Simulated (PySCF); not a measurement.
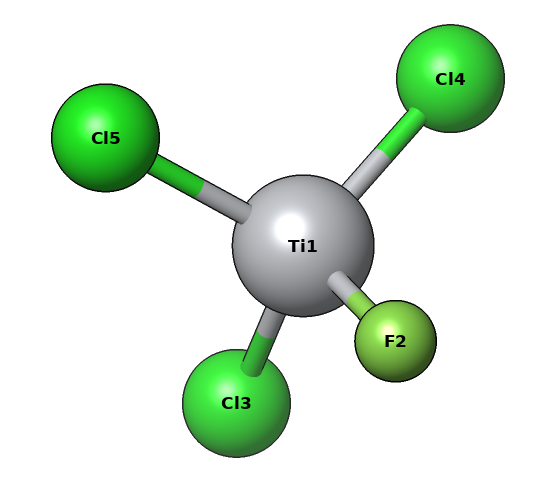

The species is neutral and a spin singlet. The geometry was computed by an optimisation with PBE0-D3(BJ)/def2-SVP. No frequency run is at hand to confirm it as a minimum. Properties computed with delta-SCF UKS SCAN, pcX-2 on the ionised atom (unc-x2c-TZVPall on a metal), pcseg-1 elsewhere, spin-free X2C (PySCF 2.14.0).

Give the core-electron binding energies (to vacuum; p and d levels without spin–orbit splitting) of Ti1 2p, F2 1s, Cl3 1s, Cl3 2p.

| atom | level | binding energy (eV) |
| --- | --- | --- |
| Ti1 | 2p | 467.0 |
| F2 | 1s | 692.5 |
| Cl3 | 1s | 2828.9 |
| Cl3 | 2p | 206.9 |
